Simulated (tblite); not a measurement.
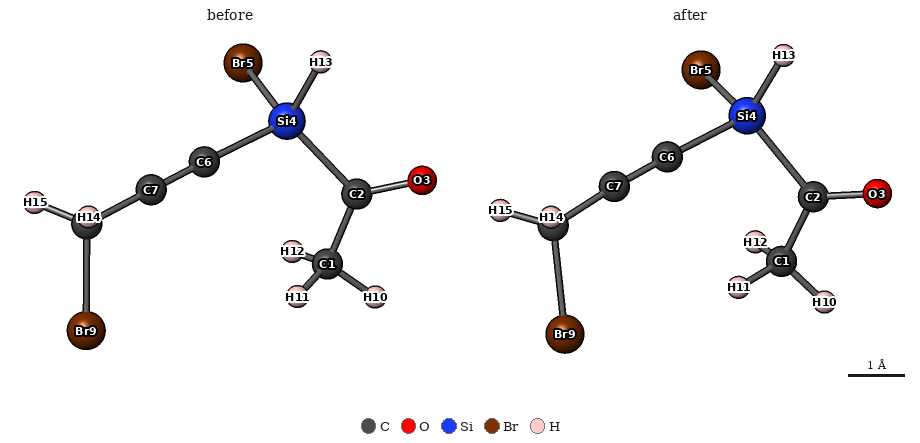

The structure of C5H6Br2OSi before (left) and after (right) a relaxation, at one scale.

A ball-and-stick model, seen at a tilt.

Method: GFN2-xTB geometry optimisation, gas phase in tblite 0.8.0. 

Question: Describe what moved and what it gained.

Answer: The largest move after the best rigid fit is that of an H atom, 0.40 Å. By element the largest moves are H 0.40 Å, O 0.40 Å, Br 0.34 Å, C 0.16 Å, Si 0.10 Å. Among the contacts that change: H–Si 1.507 → 1.449 Å, C–Si 1.893 → 1.929 Å, Br–C 1.948 → 1.982 Å, C–C 1.466 → 1.434 Å. Bond angles that change, for instance: C–Si–C 112.8° → 106.6°, C–Si–H 108.7° → 114.5°, H–C–H 111.2° → 107.6°. After 81 geometry steps the energy has fallen by 2.97 kcal/mol.
